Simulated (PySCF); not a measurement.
# C₃H₄F₂O₂Si: electronic excitations

Wanted: the electronic excitations of C₃H₄F₂O₂Si (`FC1(F)C=C(O[SiH3])O1`), by calculation.

The runs use PySCF 2.14.0, with density-fitted response routines of our own; the level of theory stands in each step. All values are computed, except where a source is named. Atoms are numbered from 0 throughout.

## (1) Starting geometry

12 atoms, charge 0, multiplicity 1; geometry from: GFN2-xTB.

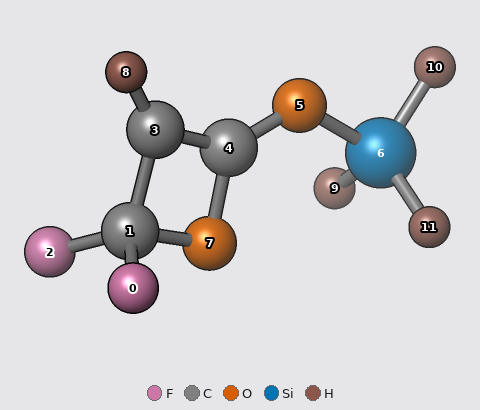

The starting geometry (fluorine pink, carbon grey, oxygen orange, silicon blue, hydrogen brown), atoms numbered; sticks join atoms by distance.

## (2) Ultraviolet spectrum: wB97X-D/def2-SVPD

Job settings and geometry (Å):

```
{"job": {"kind": "uv", "xc": "wB97X-D", "basis": "def2-SVPD", "nstates": 8, "ntriplets": 3}, "charge": 0, "multiplicity": 1}
F     -2.511967    -1.006772     1.283659
C     -1.838294    -0.756356     0.152792
F     -2.352391    -1.579921    -0.770618
C     -1.590904     0.673520    -0.226839
C     -0.291472     0.395903    -0.048494
O      0.851876     0.972288    -0.120888
Si     2.339701     0.277773     0.192723
O     -0.444484    -0.951858     0.315713
H     -2.203206     1.497547    -0.504836
H      2.543426    -0.833368    -0.729464
H      3.128829     1.465212    -0.096360
H      2.370085    -0.154654     1.585463
```

Method: TDDFT wB97X-D/def2-SVPD, vertical, gas phase, core orbitals frozen in the response.

Command:

```
$ OMP_NUM_THREADS=1 python probes_run.py task.json out
```

This one command runs all jobs of the session in turn.

The log of the run:

```text
coarse grid: 11712 points
cycle   1  E = -755.4240939733  dE =  1.743e+00  |g| = 1.068e+00  |ddm| = 5.278e+00
cycle   2  E = -755.4069715632  dE =  1.712e-02  |g| = 1.196e+00  |ddm| = 3.067e+00
cycle   3  E = -755.6414440947  dE = -2.345e-01  |g| = 8.474e-02  |ddm| = 1.673e+00
cycle   4  E = -755.6427005269  dE = -1.256e-03  |g| = 4.055e-02  |ddm| = 2.104e-01
cycle   5  E = -755.6430927030  dE = -3.922e-04  |g| = 1.164e-02  |ddm| = 7.360e-02
cycle   6  E = -755.6431224088  dE = -2.971e-05  |g| = 3.284e-03  |ddm| = 2.220e-02
cycle   7  E = -755.6431248648  dE = -2.456e-06  |g| = 8.727e-04  |ddm| = 6.183e-03
final grid: 112664 points
cycle   8  E = -755.7542646970  dE = -1.203e-04  |g| = 7.978e-03  |ddm| = 1.897e-01
cycle   9  E = -755.7542664614  dE = -1.764e-06  |g| = 8.347e-03  |ddm| = 2.559e-02
cycle  10  E = -755.7542768057  dE = -1.034e-05  |g| = 5.416e-04  |ddm| = 6.481e-03
cycle  11  E = -755.7542768918  dE = -8.610e-08  |g| = 3.443e-04  |ddm| = 2.097e-03
cycle  12  E = -755.7542769183  dE = -2.652e-08  |g| = 4.684e-05  |ddm| = 6.684e-04
cycle  13  E = -755.7542769193  dE = -9.711e-10  |g| = 2.242e-05  |ddm| = 2.183e-04
converged SCF energy = -755.7542769193

Static polarisability (au): isotropic 67.544, principal 55.109 61.593 85.931

Singlet excitations
state   eV       nm        f      main configurations
  1   6.2563    198.2   0.00430   H->L 0.87
  2   6.3247    196.0   0.23058   H->L+1 0.93
  3   7.2627    170.7   0.02616   H->L+2 0.50, H->L+4 0.25
  4   7.8275    158.4   0.00237   H->L+6 0.56, H->L+4 0.24, H->L+3 0.09
  5   7.8859    157.2   0.00517   H->L+3 0.75, H->L+2 0.10
  6   7.9713    155.5   0.00003   H->L+4 0.38, H->L+2 0.21, H->L+6 0.20
  7   8.3658    148.2   0.00043   H->L+5 0.85
  8   8.4197    147.3   0.00265   H-1->L 0.69, H->L+8 0.13, H-4->L 0.09

Triplet excitations (Tamm-Dancoff, eV): 4.2729 6.1981 7.1791
```

Wall time 75 s (1 thread of Arm Neoverse N1, shared host); peak memory 0.87 GiB.

Frontier orbitals and where they lie:

```tsv
orbital	eV	atoms
HOMO−3	-12.29	O5 19 %, Si6 12 %, C3 11 %
HOMO−2	-12.10	O7 22 %, Si6 15 %, H10 11 %
HOMO−1	-12.09	O7 21 %, Si6 21 %, O5 21 %
HOMO	-8.88	C3 40 %, O7 19 %, C4 18 %
LUMO	1.24	Si6 43 %, H11 12 %, H9 12 %
LUMO+1	1.81	C4 29 %, C3 19 %, O5 13 %
LUMO+2	1.87	Si6 60 %, H10 9 %, H9 9 %
```

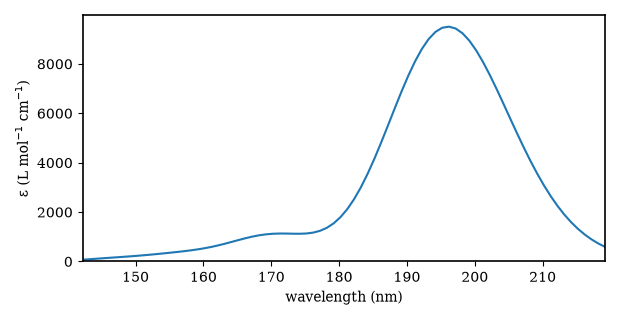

Absorption spectrum: each of the 8 states is a Gaussian band of 0.4 eV half-width at 1/e. Beyond the last state computed it falls off for lack of states.

Further results of this job:

```tsv
property	computed
dipole moment (D)	3.39
polarisability (Å³)	10.01
HOMO–LUMO gap (eV)	10.12
−ε(HOMO) (eV)	8.88
```

## (3) Summary of results

| quantity | value |
| --- | --- |
| lowest singlet (wB97X-D/def2-SVPD) | 6.26 eV (198 nm), f = 0.004 |
| brightest single state of those computed | state 2, 6.32 eV, f = 0.231 |
| lowest triplet | 4.27 eV |

The lowest singlet, at 6.26 eV, is HOMO→LUMO 0.87 and is weak; of the 8 states computed, the strongest absorption comes from state 2 at 6.32 eV. The lowest triplet lies 1.98 eV below the lowest singlet (triplets in Tamm-Dancoff, singlets in full TDDFT).
